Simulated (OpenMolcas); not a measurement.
# BrF (bromine fluoride): a chain of runs

Wanted: a single-point energy (HF/ANO-R0), then a single-point energy (CASSCF(8,5)/ANO-R1), then the energy (CASPT2(8,5)/ANO-R1) of BrF (bromine fluoride). 

Program for the calculation: OpenMolcas 26.06.

## 1. The structure to begin with

BrF has 2 atoms, charge 0, and is taken as a singlet. SMILES: `FBr`. The coordinates come from a PBE0-D4/def2-TZVP relaxation.

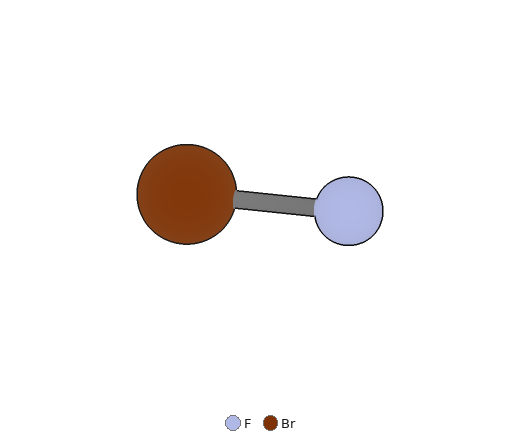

Viewed from a chosen angle; fluorine light blue, bromine brown.

## 2. A single-point energy at HF/ANO-R0 (sfX2C) (run 1)

Contents of step1.inp:

```
&GATEWAY
Coord
2
angstrom
F        0.000000       0.000000       0.023210
Br       0.000000       0.000000       1.776730
Basis
ANO-R0
Group
NoSym
&SEWARD
&SCF
PrOrbitals
0
```

Launch:

```console
export MOLCAS_MEM=1860
pymolcas step1.inp > step1.log
```

Output:

```text
--- Start Module: gateway ---
[...]
--- Stop Module: gateway /rc=_RC_ALL_IS_WELL_ ---
--- Start Module: seward ---
[...]
      Basis functions           23
--- Stop Module: seward /rc=_RC_ALL_IS_WELL_ ---
[...]
--- Start Module: scf ---
[...]
       Convergence after   7 Iterations
[...]
::    Total SCF energy                              -2703.8652380669
[...]
      Total spin, S                                     0.0000000000
[...]
      Total electronic charge=   44.000000
      Total            charge=   -0.000000
[...]
      Dipole Moment (debye):
      Origin of the operator (angstrom)=    0.0000    0.0000    1.4365
                   X=  2.4692E-14               Y= -2.7006E-14               Z=  1.3051E-01           Total=  1.3051E-01
      Quadrupole Moment (debye*angstrom):
[...]
--- Stop Module: scf /rc=_RC_ALL_IS_WELL_ ---
[...]
```

Wall time 3.6 s (1 thread of Arm Neoverse N1, shared host); peak memory 0.38 GiB.

## 3. The energy at CASSCF(8,5)/ANO-R1 (sfX2C) (run 2)

Contents of step2.inp:

```
>>> EXPORT MOLCAS_PRINT=2
&gateway
coord
2
angstrom
F        0.000000       0.000000       0.023210
Br       0.000000       0.000000       1.776730
basis = ANO-R0
group = NoSym
&seward
&rasscf
fileorb = $CurrDir/step1.ScfOrb
spin = 1
nactel = 8 0 0
inactive = 18
ras2 = 5
orblisting = Nothing
>>> COPY $Project.RunFile RUNFIL1
>>> COPY $Project.RasOrb INPORB
&gateway
coord
2
angstrom
F        0.000000       0.000000       0.023210
Br       0.000000       0.000000       1.776730
basis = ANO-R1
group = NoSym
&seward
>>> COPY $Project.RunFile RUNFIL2
&expbas
&rasscf
fileorb = $Project.ExpOrb
spin = 1
nactel = 8 0 0
inactive = 18
ras2 = 5
orblisting = Nothing
orbappear = Compact
```

Launch:

```console
export MOLCAS_MEM=1860
pymolcas step2.inp > step2.log
```

Output:

```text
--- Start Module: gateway ---
[...]
      Basis functions           23
[...]
      Number of active orbitals                  5
[...]
      Spin quantum number                      0.0
[...]
      Active orbitals                            5
[...]
      Number of CSFs                            15
[...]
      Number of root(s) required                 1
[...]
      Convergence after  9 iterations
[...]
      printout of CI-coefficients larger than  0.05 for root  1
      energy=   -2703.914240
      conf/sym  11111     Coeff  Weight
             1  22220  -0.97264 0.94604
            13  20222   0.22533 0.05077
      Natural orbitals and occupation numbers for root  1
      sym 1:   1.999834   1.898453   1.996543   1.997244   0.107926
      ************************************************************************************************************************
      *                                                    Final results                                                     *
[...]
::    RASSCF root number  1 Total energy:  -2703.91423963
[...]
      Basis functions           53
[...]
      Convergence after 15 iterations
[...]
      Natural orbitals and occupation numbers for root  1
      sym 1:   1.999653   1.940929   1.998696   1.999056   0.061667
      ************************************************************************************************************************
      *                                                    Final results                                                     *
[...]
::    RASSCF root number  1 Total energy:  -2704.02992046
[...]
      Dipole Moment (debye):
      Origin of the operator (angstrom)=    0.0000    0.0000    1.4365
                   X= -2.4854E-08               Y= -6.7594E-08               Z=  1.3881E+00           Total=  1.3881E+00
      Quadrupole Moment (debye*angstrom):
[...]
```

Wall time 11 s (1 thread of Arm Neoverse N1, shared host); peak memory 0.39 GiB.

## 4. The energy at CASPT2(8,5)/ANO-R1 (sfX2C, ipea shift 0.25 Eh, pt2 variant SS) (run 3)

Contents of step3.inp:

```
&gateway
 coord
 2
 angstrom
 F        0.000000       0.000000       0.023210
 Br       0.000000       0.000000       1.776730
 basis=ANO-R1
 group=NoSym

&seward

&rasscf
 fileorb=$CurrDir/step2.RasOrb
 spin=1
 nactel=8 0 0
 inactive=18
 ras2=5
 orblisting=Nothing
 orbappear=Compact

&caspt2
 imaginary=0.2
```

Launch:

```console
export MOLCAS_MEM=1860
pymolcas step3.inp > step3.log
```

Output:

```text
--- Start Module: gateway ---
[...]
--- Stop Module: gateway /rc=_RC_ALL_IS_WELL_ ---
[...]
      Basis functions           53
[...]
--- Start Module: rasscf ---
[...]
      Number of active orbitals                  5
[...]
      Spin quantum number                      0.0
[...]
      Active orbitals                            5
[...]
      Number of CSFs                            15
[...]
      Number of root(s) required                 1
[...]
      Convergence after  4 iterations
[...]
      printout of CI-coefficients larger than  0.05 for root  1
      energy=   -2704.029920
      conf/sym  11111     Coeff  Weight
             1  22220  -0.98446 0.96917
            13  20222   0.17186 0.02954
      Natural orbitals and occupation numbers for root  1
      sym 1:   1.999652   1.940929   1.998696   1.999056   0.061667
      ************************************************************************************************************************
      *                                                    Final results                                                     *
[...]
::    RASSCF root number  1 Total energy:  -2704.02992047
[...]
      Total electronic charge=   44.000000
      Total            charge=   -0.000000
[...]
      Dipole Moment (debye):
      Origin of the operator (angstrom)=    0.0000    0.0000    1.4365
                   X= -1.9692E-07               Y= -5.3548E-07               Z=  1.3881E+00           Total=  1.3881E+00
      Quadrupole Moment (debye*angstrom):
[...]
--- Stop Module: rasscf /rc=_RC_ALL_IS_WELL_ ---
[...]
--- Start Module: caspt2 ---
[...]
      E2 (Variational):          -0.2662226157
      Total energy:           -2704.2961430814
[...]
      Reference weight:           0.93136
[...]
::    CASPT2 Root  1     Total energy:  -2704.29614308
[...]
--- Stop Module: caspt2 /rc=_RC_ALL_IS_WELL_ ---
[...]
```

Wall time 7.2 s (1 thread of Arm Neoverse N1, shared host); peak memory 0.39 GiB.

## 5. Results

| quantity | value |
| --- | --- |
| run 1, HF/ANO-R0: total energy | -2703.86524 Eh |
| run 1, HF/ANO-R0: dipole moment | 0.13 D |
| run 1, HF/ANO-R0: HOMO energy | -10.91 eV |
| run 1, HF/ANO-R0: LUMO energy | 4.84 eV |
| run 1, HF/ANO-R0: HOMO–LUMO gap | 15.75 eV |
| run 2, CASSCF(8,5)/ANO-R1: total energy | -2704.02992 Eh |
| run 2, CASSCF(8,5)/ANO-R1: dipole moment (CASSCF density) | 1.39 D |
| run 3, CASPT2(8,5)/ANO-R1: total energy | -2704.29614 Eh |
| run 3, CASPT2(8,5)/ANO-R1: dipole moment (CASSCF density) | 1.39 D |
